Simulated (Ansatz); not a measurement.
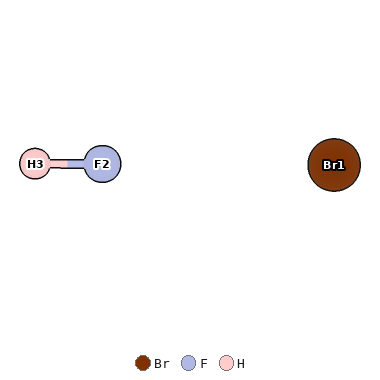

The system is Br + FH, spin multiplicity 2; the picture shows the reference structure. First axis: distance Br1–F2. Second axis: distance F2–H3. Nothing is relaxed (the angle Br1–F2–H3 is fixed at 180 degrees). The grid has 13 × 13 points. At 14 points there is no value. All energies are given in kJ/mol relative to the lowest grid point. In part of the range the unrestricted reference is strongly spin-contaminated. Theory: UKS PBE-D4/def2-SVPD in Ansatz 0.2.0.

Its coordinates:

```xyz
3

Br   -3.0400    0.0000    0.0000
F     0.0000    0.0000    0.0000
H     0.8840    0.0000    0.0000
```

Range: distance Br1–F2 from 1.440 to 3.040 Å; distance F2–H3 from 0.728 to 2.328 Å.

**What landscape does the calculation give?**

The lowest grid point is at distance Br1–F2 = 3.040 Å, distance F2–H3 = 0.884 Å. The smooth surface has its minimum beside a grid point that was not computed. On the interpolated surface the minimum lies inside the range, at about distance Br1–F2 = 2.95 Å, distance F2–H3 = 0.93 Å. The highest grid point, distance Br1–F2 = 1.440 Å, distance F2–H3 = 0.728 Å, lies 1192 kJ/mol above the lowest.

```
distance F2–H3 ↓, distance Br1–F2 →  1.440  1.503  1.596  1.704  1.824  1.953  2.090  2.234  2.384  2.541  2.702  2.869  3.040
                              2.328    602    482    372    312    295    308    338    376    413    444    465    480    492
                              2.157    605      –    375      –    294    305    332      –    402      –    452    465    476
                              1.990    612    491    379    315    293    300    324    355    386    412    431    443    452
                              1.829    622    500    386      –    292      –    312    336    361    382    397    408    416
                              1.672    638    514    396    323    289    283    292    308    324    338    347    354    358
                              1.522    662    534    409      –    283    265    263    267    272    277    281      –    285
                              1.378    694    560    426    331    272    238    220    211    206    204    203    204    204
                              1.241    736    593    444    331    252    200    166    145    133    126    124    123    123
                              1.112    786    631    464    329    229    158    111     82     65     56     52     50     50
                              0.992    845      –    490      –    214    129     73      –     19      –      4      –      1
                              0.884    924    745    541    368    235    141     79     42     20      8      3      1      0
                              0.791   1047    861    645    460    319    219    155      –     92     80     74     71     71
                              0.728   1192   1001    779    589    443    341    275    234    210    198    192    189    188
```

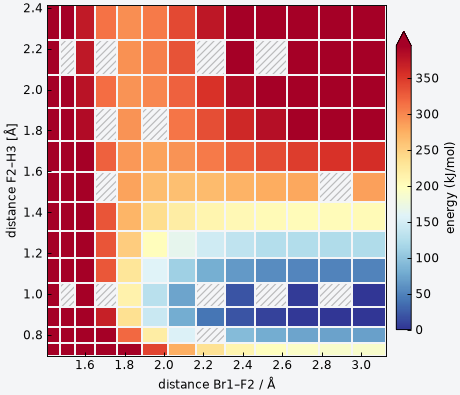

Drawn: one coloured cell a grid point, one colour for all values above the top of the scale, hatched blanks where no value was computed.

Time for the 155 points that were run: 14 min on 1 thread of Arm Neoverse V2, with other jobs on the host.
